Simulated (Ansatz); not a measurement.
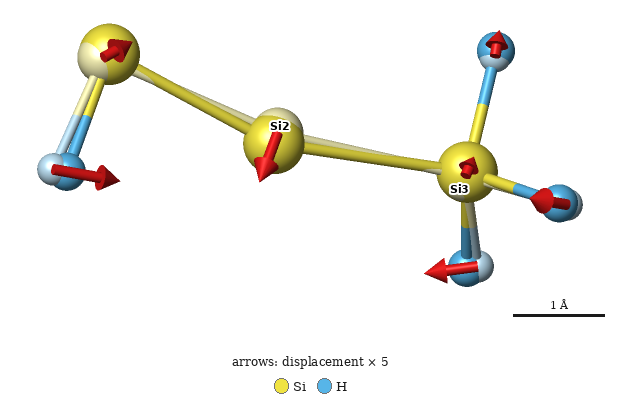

A relaxation of Si$_{3}$H$_{4}$. The starting structure is drawn faded, the final one solid; red arrows show the displacements, magnified 5 times. The two geometries are superimposed by the best rigid fit.

Style: ball-and-stick. Shown at a tilt.

The run prepares an end point of a later path (hydrogen shift) calculation, from a guessed geometry.

All numbers below come from RKS PBE0-D4/def2-SVP (Ansatz).

Input
```yaml
crystal:
  periodic: [false, false, false]
  atoms:
    - { symbol: Si, position_ang: [-2.75092, -1.27278, -0.17246] }
    - { symbol: Si, position_ang: [-0.73648, -0.43814, -0.10536] }
    - { symbol: Si, position_ang: [1.17453, 0.75967, 0.21591] }
    - { symbol: H, position_ang: [-2.4491, -2.47979, -1.03922] }
    - { symbol: H, position_ang: [1.816, 1.42762, -0.94046] }
    - { symbol: H, position_ang: [0.6451, 1.84815, 1.07714] }
    - { symbol: H, position_ang: [2.30087, 0.15527, 0.96445] }
basis:
  gaussian: { orbitals: def2-SVP }
hamiltonian:
  xc: pbe0
  dispersion: d4
relax:
  f_tol: 0.02
  max_steps: 50
output:
  orbitals: {}
```

Command:
```bash
ansatz run input.yaml --threads 1 --pin off --max-ram 2048MiB --backend cpu --events-out ev --progress --plain --runs-dir out
```

Q: What happened in the run?

A: The atom that moves furthest after the best rigid fit is H4 (0.16 Å). By element the largest moves are H 0.16 Å, Si 0.13 Å. Among the contacts that change: Si2–Si3 2.278 → 2.338 Å, Si1–Si2 2.182 → 2.125 Å, Si1–H4 1.516 → 1.531 Å, Si3–H5 1.481 → 1.494 Å. Bond angles that change, for instance: Si1–Si2–Si3 168.5° → 159.1°, Si2–Si1–H4 98.0° → 88.8°, Si2–Si3–H7 119.6° → 111.8°. Over 3 geometry steps the energy falls by 4.52 kcal/mol. The largest force component goes from 1.2 to 0.016 eV/Å. Cost: 8.8 s on 1 thread of Intel(R) Xeon(R) Platinum 8488C (Sapphire Rapids), with other jobs on the host, peak memory 0.16 GiB.
